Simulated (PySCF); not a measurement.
# CH5GeO2 (SMILES [O]C[O][GeH3]) at 6 levels

We compute a comparison of 6 runs (UMP2/STO-3G, UMP2/3-21G, UMP2/6-31G, UMP2/6-31G*, UMP2/6-31G**, UMP2/6-311G**) of CH5GeO2. 

Program for the calculation: PySCF 2.14.0.

## 1. The system as given

CH5GeO2: 9 atoms, total charge 0, spin state doublet. SMILES: `[O]C[O][GeH3]`. Geometry: a GFN2-xTB relaxation, a rough one for these elements and not checked as a minimum. This is one conformer, not always the lowest.

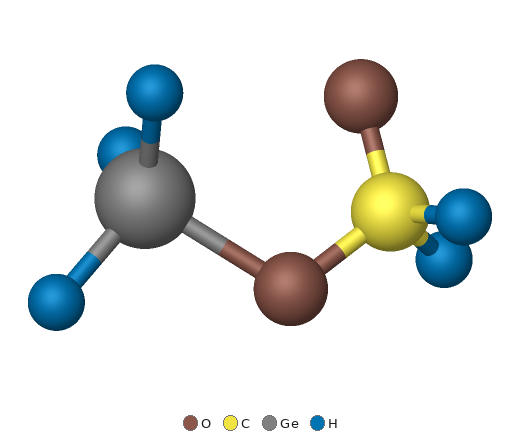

The structure, seen from a chosen angle (oxygen brown, carbon yellow, germanium grey, hydrogen blue).

## 2. A single-point energy at UMP2/STO-3G (run 1)

Input file calc.py:

```python
from pyscf import gto, mp

mol = gto.Mole()
mol.atom = '''
O     -0.351320     1.428250    -0.422450
C      0.827850     0.916750    -0.324800
O      0.873480    -0.395010     0.075700
Ge    -0.811940    -0.991970     0.346270
H      1.407040     1.008350    -1.284380
H      1.488500     1.513570     0.362910
H     -1.544430    -0.915860    -0.952070
H     -0.466560    -2.387650     0.761220
H     -1.422610    -0.176430     1.437600
'''
mol.max_memory = 1860
mol.spin = 1
mol.basis = 'sto-3g'
mol.verbose = 4
mol.build()

hf = mol.UHF()
hf.conv_tol = 1e-10
hf.kernel()
if not hf.converged:
    hf = hf.newton().run(hf.mo_coeff, hf.mo_occ)

pt = mp.MP2(hf, frozen=12).run()
e_final = pt.e_tot
print(f'total energy: {e_final:.8f} hartree')
```

The run is started by

```
OMP_NUM_THREADS=1 python calc.py
```

Output:

```text
PySCF version 2.14.0

[... 121 lines left out ...]
converged SCF energy = -2239.72951232187  <S^2> = 0.75756617  2S+1 = 2.0075519
[... 1 line left out ...]
******** <class 'pyscf.mp.ump2.UMP2'> ********
nocc = (np.int64(18), np.int64(17)), nmo = (26, 26)
frozen orbitals 12
E(UMP2) = -2239.86860177844  E_corr = -0.139089456562836
E(SCS-UMP2) = -2239.88012375267  E_corr = -0.150611430801667
E_corr(same-spin) = -0.0188029812389268
E_corr(oppo-spin) = -0.12028647532391
total energy: -2239.86860178 hartree
```

Run time: 1.1 s. Hardware: 1 thread of Arm Neoverse V1, shared host; peak memory 0.12 GiB.

## 3. A single-point energy at UMP2/3-21G (run 2)

Input file job.py:

```python
# [O]C[O][GeH3]
from pyscf import gto, mp

molecule = gto.M(
    atom=[
    ('O', (-0.351320, 1.428250, -0.422450)),
    ('C', (0.827850, 0.916750, -0.324800)),
    ('O', (0.873480, -0.395010, 0.075700)),
    ('Ge', (-0.811940, -0.991970, 0.346270)),
    ('H', (1.407040, 1.008350, -1.284380)),
    ('H', (1.488500, 1.513570, 0.362910)),
    ('H', (-1.544430, -0.915860, -0.952070)),
    ('H', (-0.466560, -2.387650, 0.761220)),
    ('H', (-1.422610, -0.176430, 1.437600)),
],
    verbose=3,
    basis='3-21g',
    spin=1,
    max_memory=1860,
)

mf = molecule.UHF()
mf.conv_tol = 1e-10
mf.kernel()
if not mf.converged:
    mf = mf.newton().run(mf.mo_coeff, mf.mo_occ)

pt = mp.MP2(mf, frozen=12).run()
e_final = pt.e_tot
print(f'total energy: {e_final:.8f} hartree')
```

The run is started by

```
OMP_NUM_THREADS=1 python job.py
```

Output:

```text
converged SCF energy = -2254.73461709784  <S^2> = 0.76275759  2S+1 = 2.0127172
E(UMP2) = -2255.08249364488  E_corr = -0.347876547045033
E(SCS-UMP2) = -2255.08241293434  E_corr = -0.347795836508118
total energy: -2255.08249364 hartree
```

It took 1.4 s on 1 thread of Arm Neoverse V1, shared host; peak memory 0.14 GiB.

Runs 3 to 5 aren't shown in full; the table further down has their settings and results.

## 4. The energy at UMP2/6-311G(d,p) (run 6)

Input file run.py:

```python
from pyscf import gto, scf, mp

mol = gto.M(
    atom='''
O     -0.351320     1.428250    -0.422450
C      0.827850     0.916750    -0.324800
O      0.873480    -0.395010     0.075700
Ge    -0.811940    -0.991970     0.346270
H      1.407040     1.008350    -1.284380
H      1.488500     1.513570     0.362910
H     -1.544430    -0.915860    -0.952070
H     -0.466560    -2.387650     0.761220
H     -1.422610    -0.176430     1.437600
''',
    spin=1,
    basis='6-311g**',
    max_memory=1860,
    verbose=3,
)

mf = scf.UHF(mol)
mf.conv_tol = 1e-10
mf.kernel()
if not mf.converged:
    mf = mf.newton().run(mf.mo_coeff, mf.mo_occ)

pt = mp.MP2(mf, frozen=12).run()
e_final = pt.e_tot
print('Final energy', e_final)
```

The run is started by

```
OMP_NUM_THREADS=1 python run.py
```

Output:

```text
converged SCF energy = -2265.81873651395  <S^2> = 0.76454089  2S+1 = 2.0144884
E(UMP2) = -2266.57919023609  E_corr = -0.760453722142576
E(SCS-UMP2) = -2266.55434283356  E_corr = -0.73560631961199
Final energy -2266.579190236092
```

It took 14 s on 1 thread of Arm Neoverse V1, shared host; peak memory 0.54 GiB.

## 5. The series

```
run                               level   energy (Eh)  dipole moment (D) of the reference  HOMO energy (eV)  LUMO energy (eV)  wall time
  1                         UMP2/STO-3G  -2239.868602                                0.63             -8.36              7.58      1.1 s
  2                          UMP2/3-21G  -2255.082494                                0.68            -11.13              2.41      1.4 s
  3                          UMP2/6-31G  -2265.877562                                0.78            -11.42              1.92      2.3 s
  4   UMP2/6-31G* (spherical functions)  -2266.201985                                0.61            -11.33              2.08      4.2 s
  5  UMP2/6-31G** (spherical functions)  -2266.243818                                0.60            -11.31              2.09      6.6 s
  6                       UMP2/6-311G**  -2266.579190                                0.58            -11.41              1.94       14 s
```

## 6. Results

| quantity | value |
| --- | --- |
| run 6: total energy | -2266.57919 Eh |
| run 6: dipole moment (Hartree–Fock density) | 0.58 D |
| run 6: HOMO energy (Hartree–Fock orbitals) (highest over α and β) | -11.41 eV |
| run 6: LUMO energy (Hartree–Fock orbitals) (lowest over α and β) | 1.94 eV |
| run 6: correlation energy (12 core orbitals frozen) | -760.5 mEh |
| run 6: ⟨S²⟩ of the reference determinant | 0.765 |

**Reading.** In run 1 the basis is minimal, so the values are rough. All runs together took 29 s, the longest 14 s.
